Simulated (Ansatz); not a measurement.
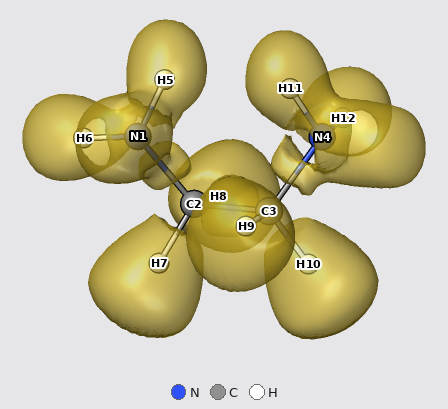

*C2H8N2 (SMILES NCCN). Isosurface of the electron localisation function at 0.75 (yellow), seen at a tilt. Core shells and regions of very low density are left out.*

Geometry: PBE0-D4/def2-TZVP.

Method: Ansatz 0.2.0, RKS PBE0-D4/def2-TZVPP.

```xyz
12

N    -0.7467    1.1246   -0.7137
C    -0.3062    0.5931    0.5666
C     0.8880   -0.3316    0.3867
N     0.6699   -1.4936   -0.4556
H    -1.1982    0.4000   -1.2581
H    -1.4329    1.8562   -0.5827
H    -0.0040    1.4338    1.1995
H    -1.0972    0.0519    1.1143
H     1.7124    0.2423   -0.0462
H     1.2200   -0.6763    1.3717
H     0.4939   -1.2175   -1.4130
H    -0.1221   -2.0381   -0.1355
```

What do the ELF domains correspond to?

The surface consists of one region between bonded C–C atoms (shared pairs), four regions around hydrogen nuclei and two joined regions spread over several atoms (H, N), in which their bonds and any lone pairs are merged. Along the contacts the grid gives the following. C–N (1.45 Å): the ELF peaks at about 0.95 between the atoms (a shared electron pair). C–C (1.52 Å): the ELF peaks at about 0.95 between the atoms, as expected for a covalent bond.
